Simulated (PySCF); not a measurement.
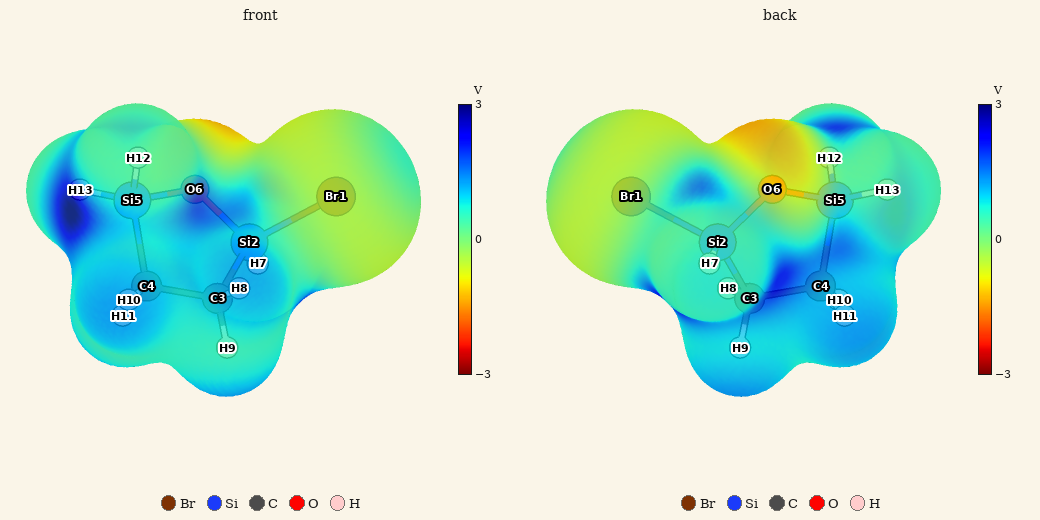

*C2H7BrOSi2. The molecular electrostatic potential painted on the density surface at 0.004 e/bohr³, seen from the front and from behind; red is negative and blue positive.*

Geometry: GFN2-xTB.

These are results of PySCF 2.14.0, PBE0/def2-SVPD, SCF density, gas phase, not measurements.

```xyz
13

Br   -0.5569    3.1578    0.9421
Si    0.0552    1.0554    1.1479
C    -1.1811   -0.1212    0.3139
C    -0.3477   -1.1374   -0.4839
Si    1.2739   -0.2796   -1.0185
O     1.3446    0.8412    0.1850
H     0.4643    0.8125    2.5164
H    -1.8160    0.4454   -0.3731
H    -1.8528   -0.6236    1.0105
H    -0.9278   -1.5474   -1.3105
H    -0.1000   -1.9820    0.1644
H     1.1663    0.4605   -2.2689
H     2.4737   -1.0811   -0.8430
```

Which sites attract a positive test charge, and which a negative one?

A positive charge is drawn to the negative regions and a negative charge to the positive ones. The most negative region (about −1.3 V) lies over O6, the most positive (about +2.8 V) over Si5. Br1 shows a σ-hole: about +0.6 V at the tip opposite its bond, against about −0.5 V on its flanks. O6 is the likeliest acceptor of a hydrogen bond.
